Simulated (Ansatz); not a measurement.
```xyz
12

Si   -0.0630    0.3639    0.1842
N     0.0694    0.4247    1.9167
H    -0.7627    0.6374    2.4524
H     0.6064   -0.2961    2.3812
Si    2.0904    0.3486   -0.7251
H     2.8962   -0.7777   -0.1658
H     2.0318    0.1773   -2.2065
H     2.8108    1.6196   -0.4279
H    -0.7907    1.5942   -0.2414
H    -0.8278   -0.7964   -0.3854
H     1.3492   -2.9029    1.2805
H     0.6150   -2.8947    1.1590
```

Level of theory: RKS PBE0-D4/6-31G* (Ansatz 0.2.0).

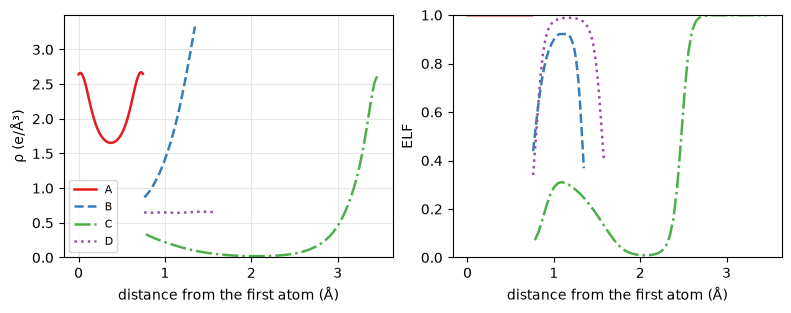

H7NSi2···H2. Electron density and ELF along straight lines between neighbouring atoms. The curves leave out the atomic cores.

Question: Which curve belongs to which contact (H–H, Si–H, Si–N and Si–Si)? The first atom named is at distance zero.

Answer: Curve A: H–H (0.74 Å): ρ is about 1.7 e/Å³ halfway; the ELF is about 1 at the midpoint. Curve B: Si–N (1.74 Å): ρ at the midpoint is about 1.1 e/Å³; the ELF peaks at about 0.90 between the atoms: a polar covalent bond. Curve C: Si1···H12 (3.47 Å): the density falls to about 0.02 e/Å³ on the way; the ELF dips to about 0 between them (a non-bonded, intermolecular contact). Curve D: Si–Si (2.34 Å): ρ at the midpoint is about 0.65 e/Å³; the ELF peaks at about 1 between the atoms; a covalent bond.
